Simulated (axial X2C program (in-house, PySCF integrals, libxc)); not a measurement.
# All-electron X2C curves of CuN⁺

What are the state, bond length, wavenumber and bond energy of CuN⁺, and what does spin–orbit coupling change?

Computed with an in-house X2C program for linear molecules on PySCF integrals. Level: all-electron X2C, Cu dyall-cv3z, N dyall-av3z.

All values are calculated.

### Step 1. Input

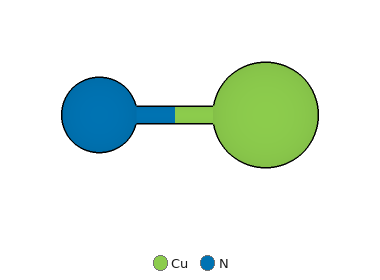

The two atoms at 1.750 Å (copper green, nitrogen blue).

The input, task.json:

```json
{"zs": [29, 7], "q": 1, "bas": ["dyall-cv3z", "dyall-av3z"], "levels": ["PBE0", "HF", "PW91"], "cc": true, "r0": 1.75, "thr": -2.0, "nmax": 90, "npts": 10, "nst": 2, "ntry": 6}
```

Keys: zs atomic numbers; q charge; bas basis sets; levels methods (HF also brings MP2); cc coupled cluster on or off; r0 starting distance in Å; thr threshold in hartree for freezing inner shells (an s shell follows its p shell); nmax most natural virtual spinors; npts points asked for on the curve; nst determinants followed; ntry starts of the search.

Launch:

```
python so2c.py task.json out
```

Spin-free means the one-electron spin-free X2C Hamiltonian; two-component (2c) means X2C with spin–orbit coupling and atomic mean-field two-electron Coulomb and Gaunt terms. Basis: Cu dyall-cv3z contracted to [9s9p6d3f2g], N dyall-av3z contracted to [7s7p3d2f]; Gaussian nuclei, density fitting. Masses: Cu 62.930 u, N 14.003 u.

Notation: σ, π±, δ± give the projection m of an orbital's angular momentum (0, ±1, ±2), α and β its spin, Λ and M_S the sums; ω is the projection of a spinor's total angular momentum and Ω the sum. Logs are in hartree.

The results follow Hamiltonian by Hamiltonian and level by level.

### Step 2. Which state to follow

PBE0 moves the distance from 1.750 Å to 1.822 Å and compares determinants there.

Spin-free determinants:

```tsv
ΔE (eV)	state	open shells
0.00	M_S = 3/2, Λ = 0	beyond closed shells: σα, π+α, π-α
0.75	M_S = 1/2, Λ = 0	beyond closed shells: σβ, π+α, π-α
1.38	M_S = 1/2, Λ = 1	beyond closed shells: π+α
2.02	M_S = 1/2, Λ = 2	beyond closed shells: σα, π+α, π+β
2.02	M_S = 1/2, Λ = 0	beyond closed shells: σα, π+β, π-α
2.58	M_S = 3/2, Λ = 1	beyond closed shells: 2 × π+α, π+β, 2 × π-α
2.62	M_S = 1/2, Λ = 2	beyond closed shells: π+α, π-α, δ+α, δ+β, δ-β
```

Two-component determinants:

| ΔE (eV) | state | open shells |
| --- | --- | --- |
| 0.00 | Ω = 3/2 | excess of +ω over −ω: ω = 3/2 |
| 0.75 | Ω = 1/2 | excess of +ω over −ω: 2 × ω = -1/2, ω = 3/2 |
| 1.35 | Ω = 1/2 | excess of +ω over −ω: ω = 1/2 |
| 2.02 | Ω = 5/2 | excess of +ω over −ω: 2 × ω = 1/2, ω = 3/2 |
| 2.04 | Ω = 1/2 | excess of +ω over −ω: ω = 1/2 |
| 2.52 | Ω = 5/2 | excess of +ω over −ω: ω = -1/2, 2 × ω = 3/2 |
| 2.53 | Ω = 3/2 | excess of +ω over −ω: ω = 1/2, ω = -3/2, ω = 5/2 |

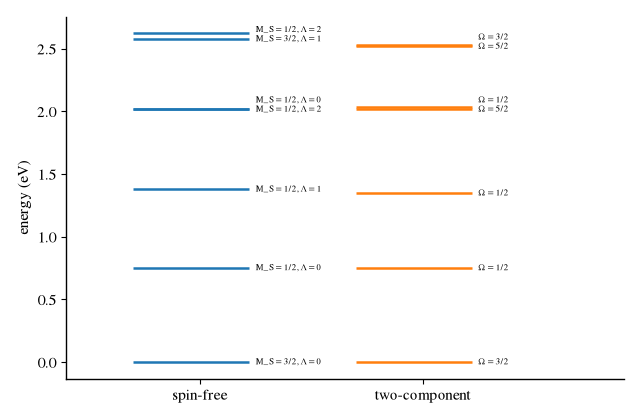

The determinants found, each set from its own lowest.

### Step 3. PBE0, spin-free

State followed: M_S = 3/2, Λ = 0 (beyond closed shells: σα, π+α, π-α). The scan is laid around 1.822 Å, a first estimate of the minimum, and this SCF restarts from the orbitals of the search.

Output at 1.822 Å:

```text
spin-free X2C-1e  PBE0
basis functions 162  fitting functions 875  grid points 5079
iter        total energy     max residual
   1      -1708.892222823     8.90e-05
   2      -1708.892222865     4.08e-05
   3      -1708.892222898     1.63e-05
   4      -1708.892222902     7.24e-06
converged
one-electron -2485.82591361  Coulomb 792.32291425  exact exchange -18.19544227  xc functional -56.15260334  nuclear repulsion 58.95882207
```

Along the bond, energies from the lowest point:

| R (Å) | E (eV) | μ (D) | HOMO (eV) | LUMO (eV) | iterations |
| --- | --- | --- | --- | --- | --- |
| 1.585 | 0.4525 | -1.91 | -16.24 | -11.43 | 27 |
| 1.658 | 0.1783 | -1.80 | -16.20 | -11.41 | 22 |
| 1.713 | 0.0673 | -1.70 | -16.15 | -11.39 | 20 |
| 1.767 | 0.0133 | -1.61 | -16.09 | -11.36 | 18 |
| 1.822 | 0.0000 | -1.51 | -16.01 | -11.32 | 4 |
| 1.886 | 0.0196 | -1.40 | -15.92 | -11.26 | 18 |
| 1.950 | 0.0632 | -1.29 | -15.81 | -11.19 | 17 |
| 2.031 | 0.1382 | -1.17 | -15.67 | -11.08 | 19 |
| 2.132 | 0.2398 | -1.05 | -15.52 | -10.95 | 19 |
| 2.277 | 0.3814 | -0.96 | -15.34 | -10.75 | 21 |

Dipoles are positive if N is the positive end and refer to the centre of mass.

Outer orbitals at the reference distance:

```tsv
symmetry	occupied	ε (eV)	atomic character
σα	yes	-30.37	82% N s, 7% Cu p, 7% Cu d
σβ	yes	-25.33	75% N s, 10% Cu d, 8% Cu p
σα	yes	-18.94	57% N p, 37% Cu d, 3% N s
π+α	yes	-18.28	51% Cu d, 48% N p
π-α	yes	-18.28	51% Cu d, 48% N p
δ-α	yes	-16.90	100% Cu d
δ+α	yes	-16.90	100% Cu d
π+β	yes	-16.87	95% Cu d, 4% N p
π-β	yes	-16.87	95% Cu d, 4% N p
δ+β	yes	-16.69	100% Cu d
δ-β	yes	-16.69	100% Cu d
σβ	yes	-16.48	80% Cu d, 12% N p, 7% N s
π-α	yes	-16.14	50% Cu d, 48% N p
π+α	yes	-16.14	50% Cu d, 48% N p
σα	yes	-16.01	56% Cu d, 31% N p, 11% Cu s
σβ	no	-11.32	55% N p, 30% Cu s, 10% Cu d
π+β	no	-9.48	83% N p, 11% Cu p, 6% Cu d
π-β	no	-9.48	83% N p, 11% Cu p, 6% Cu d
σα	no	-9.28	53% Cu s, 22% Cu p, 12% N p
```

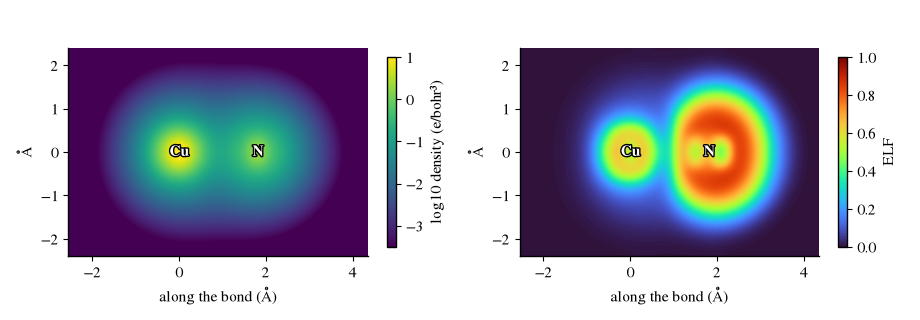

PBE0 fields in a plane through the axis, from a grid of 0.3 Å; Cu lies at z = 0 and N at z = 1.822 Å; the ELF is damped to zero where the density is low.

Re = 1.817 Å, ωe = 481 cm⁻¹, ωexe = 8.27 cm⁻¹, Be = 0.4458 cm⁻¹, De = 1.01 eV, μ = -1.52 D.

### Step 4. HF, spin-free

Output at 1.822 Å:

```text
spin-free X2C-1e  HF
basis functions 162  fitting functions 875  grid points 5079
iter        total energy     max residual
   1      -1707.325946372     2.51e-01
   2      -1707.360429097     3.33e-02
   3      -1707.365971093     1.00e-01
   4      -1707.372693199     1.72e-02
   5      -1707.373681177     6.79e-03
   6      -1707.374157544     6.09e-03
   7      -1707.374240776     2.59e-03
   8      -1707.374281896     9.76e-04
   9      -1707.374285718     5.39e-04
  10      -1707.374286895     1.17e-04
  11      -1707.374287111     8.31e-05
  12      -1707.374287210     5.18e-05
  13      -1707.374287231     1.12e-05
  14      -1707.374287235     6.60e-06
  15      -1707.374287236     3.24e-06
  16      -1707.374287236     3.94e-07
converged
one-electron -2488.54702309  Coulomb 795.28644813  exact exchange -73.07253435  xc functional 0.00000000  nuclear repulsion 58.95882207
```

No constants are quoted: the lowest point is the long end of the scan.

### Step 5. PW91, spin-free

Output at 1.822 Å:

```text
spin-free X2C-1e  PW91
basis functions 162  fitting functions 875  grid points 5079
iter        total energy     max residual
   1      -1709.356089232     8.27e-02
   2      -1709.359063598     5.34e-02
   3      -1709.361198396     3.95e-02
   4      -1709.363768859     3.39e-03
   5      -1709.363824883     1.61e-03
   6      -1709.363843437     5.94e-04
   7      -1709.363845415     9.04e-05
   8      -1709.363845535     2.29e-05
   9      -1709.363845539     8.47e-06
converged
one-electron -2484.59615103  Coulomb 791.01204570  exact exchange 0.00000000  xc functional -74.73856228  nuclear repulsion 58.95882207
```

Re = 1.761 Å, ωe = 583 cm⁻¹, ωexe = 6.37 cm⁻¹, Be = 0.4747 cm⁻¹, De = 1.67 eV, μ = -1.80 D.

### Step 6. Correlated methods, spin-free

Correlated methods: 15 electrons correlated (frozen shells, counted by type: Cu 3 s, 2 p; N 1 s), 249 virtual spinors in MP2.

Output of the correlated part at 1.822 Å:

```text
correlated 15  virtual 249  natural virtual 90  E(MP2) -0.614566461  MP2 remainder -0.046737504
iter   CCSD correlation   residual
   1     -0.486849483   2.17e-01
   2     -0.514059651   1.22e-01
   3     -0.517951932   3.09e-02
   4     -0.518808850   1.90e-02
   5     -0.519177289   9.77e-03
   6     -0.519534157   4.74e-03
   7     -0.519478809   1.89e-03
   8     -0.519485905   9.19e-04
   9     -0.519525159   4.84e-04
  10     -0.519501102   2.58e-04
  11     -0.519514299   1.29e-04
  12     -0.519512750   5.39e-05
  13     -0.519511000   1.97e-05
  14     -0.519511267   9.71e-06
  15     -0.519510813   5.46e-06
  16     -0.519510694   2.78e-06
  17     -0.519510667   1.47e-06
  18     -0.519510601   8.52e-07
  19     -0.519510599   4.78e-07
(T) -0.018775059  T1 0.0363  D1 0.0936  max T2 0.044
```

T1 in the output is the amplitude norm over the root of the electron number; divide by √2 for the Lee–Taylor value.

Coupled cluster ran at too few distances for a curve.

MP2: Re = 1.900 Å, ωe = 329 cm⁻¹, Be = 0.4076 cm⁻¹, De = 0.582 eV.

### Step 7. A higher determinant, spin-free

State: M_S = 1/2, Λ = 0 (beyond closed shells: σβ, π+α, π-α).

Output at the reference distance:

```text
spin-free X2C-1e  PBE0
basis functions 162  fitting functions 875  grid points 5079
iter        total energy     max residual
   1      -1708.864623406     4.65e-05
   2      -1708.864623421     3.74e-05
   3      -1708.864623432     1.87e-05
   4      -1708.864623435     6.99e-06
converged
one-electron -2484.97276794  Coulomb 791.43237464  exact exchange -18.17255807  xc functional -56.11049414  nuclear repulsion 58.95882207
```

| R (Å) | E above the lowest PBE0 point (eV) |
| --- | --- |
| 1.585 | 1.165 |
| 1.658 | 0.896 |
| 1.713 | 0.792 |
| 1.767 | 0.749 |
| 1.822 | 0.751 |
| 1.886 | 0.794 |
| 1.950 | 0.867 |
| 2.031 | 0.984 |
| 2.132 | 1.139 |

Re = 1.791 Å, ωe = 560 cm⁻¹, ωexe = 6.08 cm⁻¹, Be = 0.4588 cm⁻¹, μ = -2.15 D. ⟨S²⟩ = 1.76 against 0.75 for a pure state, so this determinant mixes spins. Te = 0.75 eV.

### Step 8. The spin-free curves together

Energy (eV) of the followed determinant, spin-free, from each level's lowest point:

| R (Å) | PBE0 | HF | MP2 | PW91 |
| --- | --- | --- | --- | --- |
| 1.585 | 0.453 | 1.696 | 0.512 | 0.325 |
| 1.658 | 0.178 | 1.153 | 0.245 | 0.094 |
| 1.713 | 0.067 | 0.853 | 0.127 | 0.018 |
| 1.767 | 0.013 | 0.624 | 0.055 | 0.000 |
| 1.822 | 0.000 | 0.449 | 0.016 | 0.023 |
| 1.886 | 0.020 | 0.298 | 0.000 | 0.086 |
| 1.950 | 0.063 | 0.191 | 0.004 | 0.173 |
| 2.031 | 0.138 | 0.099 | 0.029 | 0.305 |
| 2.132 | 0.240 | 0.035 | 0.075 | 0.476 |
| 2.277 | 0.381 | 0.000 | 0.152 | 0.711 |

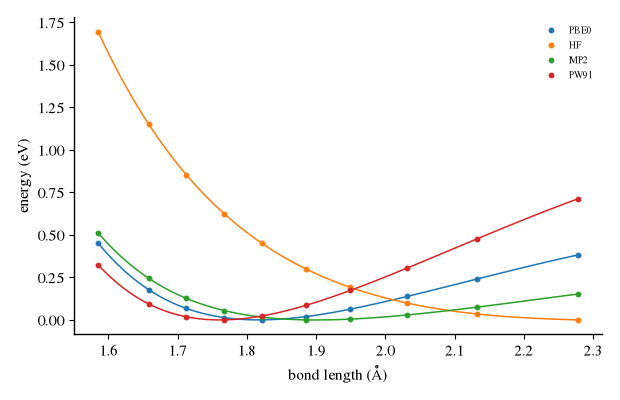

Curves of the followed state, spin-free, each from its own lowest point.

### Step 9. PBE0, 2c

State followed: Ω = 3/2 (excess of +ω over −ω: ω = 3/2). The scan is laid around 1.822 Å, a first estimate of the minimum, and this SCF restarts from the orbitals of the search.

The SCF at the reference distance of 1.822 Å:

```text
two-component X2C + atomic mean field  PBE0
basis functions 162  fitting functions 875  grid points 5079
iter        total energy     max residual
   1      -1708.407189004     7.11e-05
   2      -1708.407189061     4.34e-05
   3      -1708.407189075     7.42e-05
   4      -1708.407189095     3.43e-05
   5      -1708.407189115     8.93e-06
   6      -1708.407189116     2.08e-06
converged
one-electron -2484.61036657  Coulomb 792.08260014  exact exchange -18.19030311  xc functional -56.13665450  nuclear repulsion 58.95882207  atomic mean-field constant -0.51128715
```

Along the bond, energies from the lowest point:

| R (Å) | E (eV) | μ (D) | HOMO (eV) | LUMO (eV) | iterations |
| --- | --- | --- | --- | --- | --- |
| 1.585 | 0.4545 | -1.91 | -16.21 | -11.43 | 28 |
| 1.658 | 0.1795 | -1.80 | -16.19 | -11.41 | 22 |
| 1.713 | 0.0681 | -1.70 | -16.14 | -11.39 | 21 |
| 1.767 | 0.0137 | -1.61 | -16.08 | -11.36 | 19 |
| 1.822 | 0.0000 | -1.51 | -16.00 | -11.31 | 6 |
| 1.886 | 0.0192 | -1.40 | -15.91 | -11.25 | 19 |
| 1.950 | 0.0625 | -1.29 | -15.80 | -11.18 | 17 |
| 2.031 | 0.1373 | -1.17 | -15.65 | -11.08 | 18 |
| 2.132 | 0.2386 | -1.05 | -15.49 | -10.95 | 19 |
| 2.277 | 0.3799 | -0.97 | -15.31 | -10.75 | 23 |

Dipoles are positive if N is the positive end and refer to the centre of mass.

Outer spinors at the reference distance:

```json
{"ω": "1/2", "occupied": "yes", "ε (eV)": "-30.37", "atomic character": "82% N s, 7% Cu p, 7% Cu d", "λ mixture": "100% σ"}
{"ω": "-1/2", "occupied": "yes", "ε (eV)": "-25.33", "atomic character": "75% N s, 10% Cu d, 8% Cu p", "λ mixture": "100% σ"}
{"ω": "1/2", "occupied": "yes", "ε (eV)": "-18.95", "atomic character": "56% N p, 38% Cu d, 3% N s", "λ mixture": "100% σ"}
{"ω": "-1/2", "occupied": "yes", "ε (eV)": "-18.31", "atomic character": "52% Cu d, 46% N p", "λ mixture": "100% π"}
{"ω": "3/2", "occupied": "yes", "ε (eV)": "-18.26", "atomic character": "50% Cu d, 48% N p", "λ mixture": "100% π"}
{"ω": "-3/2", "occupied": "yes", "ε (eV)": "-17.06", "atomic character": "99% Cu d", "λ mixture": "82% δ, 18% π"}
{"ω": "1/2", "occupied": "yes", "ε (eV)": "-16.94", "atomic character": "94% Cu d, 4% N p", "λ mixture": "99% π, 1% σ"}
{"ω": "3/2", "occupied": "yes", "ε (eV)": "-16.81", "atomic character": "98% Cu d", "λ mixture": "98% δ, 2% π"}
{"ω": "5/2", "occupied": "yes", "ε (eV)": "-16.80", "atomic character": "100% Cu d", "λ mixture": "100% δ"}
{"ω": "-3/2", "occupied": "yes", "ε (eV)": "-16.78", "atomic character": "96% Cu d, 3% N p", "λ mixture": "82% π, 18% δ"}
{"ω": "-5/2", "occupied": "yes", "ε (eV)": "-16.59", "atomic character": "100% Cu d", "λ mixture": "100% δ"}
{"ω": "-1/2", "occupied": "yes", "ε (eV)": "-16.51", "atomic character": "76% Cu d, 16% N p, 6% N s", "λ mixture": "92% σ, 8% π"}
{"ω": "-1/2", "occupied": "yes", "ε (eV)": "-16.14", "atomic character": "52% Cu d, 45% N p", "λ mixture": "92% π, 8% σ"}
{"ω": "3/2", "occupied": "yes", "ε (eV)": "-16.10", "atomic character": "52% Cu d, 46% N p", "λ mixture": "99% π, 1% δ"}
{"ω": "1/2", "occupied": "yes", "ε (eV)": "-16.00", "atomic character": "56% Cu d, 30% N p, 11% Cu s", "λ mixture": "99% σ, 1% π"}
{"ω": "-1/2", "occupied": "no", "ε (eV)": "-11.31", "atomic character": "55% N p, 30% Cu s, 10% Cu d", "λ mixture": "100% σ"}
{"ω": "1/2", "occupied": "no", "ε (eV)": "-9.49", "atomic character": "82% N p, 11% Cu p, 6% Cu d", "λ mixture": "99% π, 1% σ"}
{"ω": "-3/2", "occupied": "no", "ε (eV)": "-9.47", "atomic character": "83% N p, 11% Cu p, 6% Cu d", "λ mixture": "100% π"}
{"ω": "1/2", "occupied": "no", "ε (eV)": "-9.28", "atomic character": "52% Cu s, 22% Cu p, 13% N p", "λ mixture": "99% σ, 1% π"}
```

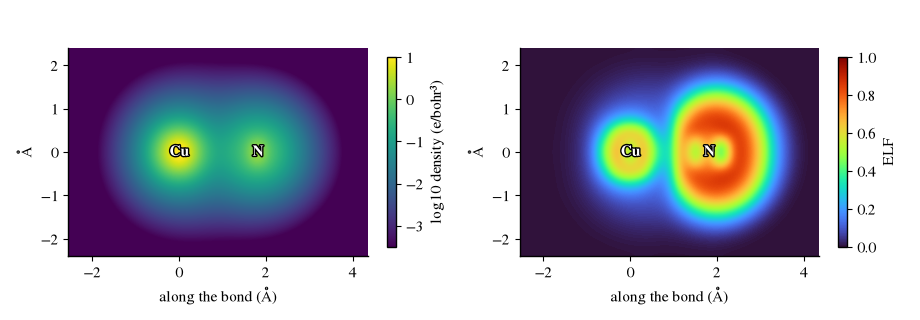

PBE0 fields in a plane through the axis, from a grid of 0.3 Å; Cu lies at z = 0 and N at z = 1.822 Å; the ELF is damped to zero where the density is low.

Re = 1.818 Å, ωe = 480 cm⁻¹, ωexe = 8.27 cm⁻¹, Be = 0.4455 cm⁻¹, De = 1.01 eV, μ = -1.52 D.

### Step 10. HF, 2c

The SCF at the reference distance of 1.822 Å:

```text
two-component X2C + atomic mean field  HF
basis functions 162  fitting functions 875  grid points 5079
iter        total energy     max residual
   1      -1706.841443945     2.51e-01
   2      -1706.875926604     3.35e-02
   3      -1706.881464182     1.00e-01
   4      -1706.888182993     1.72e-02
   5      -1706.889172703     6.79e-03
   6      -1706.889651072     6.12e-03
   7      -1706.889735079     2.60e-03
   8      -1706.889776873     9.87e-04
   9      -1706.889780880     5.52e-04
  10      -1706.889782210     1.17e-04
  11      -1706.889782501     1.02e-04
  12      -1706.889782671     7.44e-05
  13      -1706.889782725     2.74e-05
  14      -1706.889782750     1.92e-05
  15      -1706.889782763     1.96e-05
  16      -1706.889782772     1.24e-05
  17      -1706.889782776     6.09e-06
  18      -1706.889782777     3.54e-06
  19      -1706.889782777     1.20e-06
converged
one-electron -2487.33065457  Coulomb 795.04532029  exact exchange -73.05198342  xc functional 0.00000000  nuclear repulsion 58.95882207  atomic mean-field constant -0.51128715
```

No constants are quoted: the lowest point is the long end of the scan.

### Step 11. PW91, 2c

The SCF at the reference distance of 1.822 Å:

```text
two-component X2C + atomic mean field  PW91
basis functions 162  fitting functions 875  grid points 5079
iter        total energy     max residual
   1      -1708.870700855     8.32e-02
   2      -1708.873680279     5.36e-02
   3      -1708.875809695     3.97e-02
   4      -1708.878380354     3.39e-03
   5      -1708.878435877     1.62e-03
   6      -1708.878454748     6.04e-04
   7      -1708.878456866     9.39e-05
   8      -1708.878457023     2.46e-05
   9      -1708.878457037     1.14e-05
  10      -1708.878457041     5.40e-06
converged
one-electron -2483.38049345  Coulomb 790.77156937  exact exchange 0.00000000  xc functional -74.71706788  nuclear repulsion 58.95882207  atomic mean-field constant -0.51128715
```

Re = 1.761 Å, ωe = 582 cm⁻¹, ωexe = 6.37 cm⁻¹, Be = 0.4744 cm⁻¹, De = 1.67 eV, μ = -1.80 D.

### Step 12. MP2, 2c

Correlated methods: 15 electrons correlated (frozen shells, counted by type: Cu 3 s, 2 p; N 1 s), 249 virtual spinors in MP2.

MP2: Re = 1.902 Å, ωe = 328 cm⁻¹, Be = 0.4069 cm⁻¹, De = 0.580 eV.

### Step 13. A higher determinant, 2c

State: Ω = 1/2 (excess of +ω over −ω: 2 × ω = -1/2, ω = 3/2).

Output at the reference distance:

```text
two-component X2C + atomic mean field  PBE0
basis functions 162  fitting functions 875  grid points 5079
iter        total energy     max residual
   1      -1708.379607849     2.38e-05
   2      -1708.379607850     2.77e-05
   3      -1708.379607852     2.62e-05
   4      -1708.379607853     1.45e-05
converged
one-electron -2483.75575497  Coulomb 791.19053313  exact exchange -18.16742125  xc functional -56.09449968  nuclear repulsion 58.95882207  atomic mean-field constant -0.51128715
```

| R (Å) | E above the lowest PBE0 point (eV) |
| --- | --- |
| 1.585 | 1.167 |
| 1.658 | 0.897 |
| 1.713 | 0.793 |
| 1.767 | 0.749 |
| 1.822 | 0.751 |
| 1.886 | 0.794 |
| 1.950 | 0.866 |
| 2.031 | 0.983 |
| 2.132 | 1.137 |

Re = 1.792 Å, ωe = 559 cm⁻¹, ωexe = 6.07 cm⁻¹, Be = 0.4585 cm⁻¹, μ = -2.15 D. Te = 0.74 eV.

### Step 14. The 2c curves together

Energy (eV) of the followed determinant, 2c, from each level's lowest point:

| R (Å) | PBE0 | HF | MP2 | PW91 |
| --- | --- | --- | --- | --- |
| 1.585 | 0.454 | 1.700 | 0.516 | 0.326 |
| 1.658 | 0.180 | 1.156 | 0.248 | 0.095 |
| 1.713 | 0.068 | 0.856 | 0.128 | 0.019 |
| 1.767 | 0.014 | 0.626 | 0.056 | 0.000 |
| 1.822 | 0.000 | 0.451 | 0.017 | 0.023 |
| 1.886 | 0.019 | 0.300 | 0.000 | 0.085 |
| 1.950 | 0.063 | 0.192 | 0.004 | 0.172 |
| 2.031 | 0.137 | 0.099 | 0.028 | 0.304 |
| 2.132 | 0.239 | 0.035 | 0.073 | 0.474 |
| 2.277 | 0.380 | 0.000 | 0.150 | 0.709 |

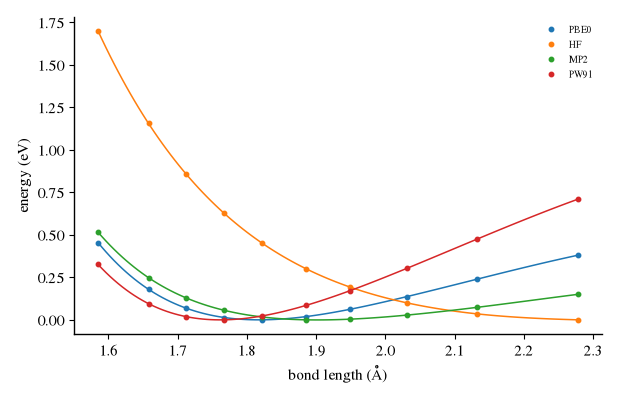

Curves of the followed state, 2c, each from its own lowest point.

The whole job took 2.4 min on 1 thread of Arm Neoverse V1, shared host; peak memory 0.9 GiB.

### Step 15. What came out

Lowest determinant that the search found at its distance, spin-free: M_S = 3/2, Λ = 0 (beyond closed shells: σα, π+α, π-α).

Lowest determinant that the search found at its distance, 2c: Ω = 3/2 (excess of +ω over −ω: ω = 3/2).

```csv
Hamiltonian,level,Re (Å),ωe (cm⁻¹),De (eV),μ (D)
spin-free,PBE0,1.817,481,1.01,-1.52
spin-free,MP2,1.900,329,0.582,n/a
spin-free,PW91,1.761,583,1.67,-1.80
2c,PBE0,1.818,480,1.01,-1.52
2c,MP2,1.902,328,0.580,n/a
2c,PW91,1.761,582,1.67,-1.80
```

Dipoles are positive if N is the positive end and refer to the centre of mass. No constants: spin-free HF (the lowest point is the long end of the scan); 2c HF (the lowest point is the long end of the scan).

Time per point (s) on 1 thread of Arm Neoverse V1, shared host (2c runs); the times are rough: PBE0 0.93, MP2 0.77, PW91 0.58.

**Reading.** At MP2, going from spin-free to two-component changes Re by +2 mÅ, ωe by -0.4 %; the spin-free picture holds up (part of it comes from the scalar share of the two-electron terms). De moves by 0.00 eV; both De rest on single-determinant atoms, which can miss part of an open shell's spin–orbit lowering.

De refers to Cu+ + N, each in the lowest determinant found, which need not be this curve's own limit. Each curve is one determinant whose occupation by symmetry is held fixed; it was picked as the lowest of a PBE0 search that is not exhaustive. Dissociation energies refer to the lowest single-determinant-based atoms at the same level and basis. Density functionals use the spin component along the axis (collinear). With several unpaired electrons one determinant need not be a pure state.
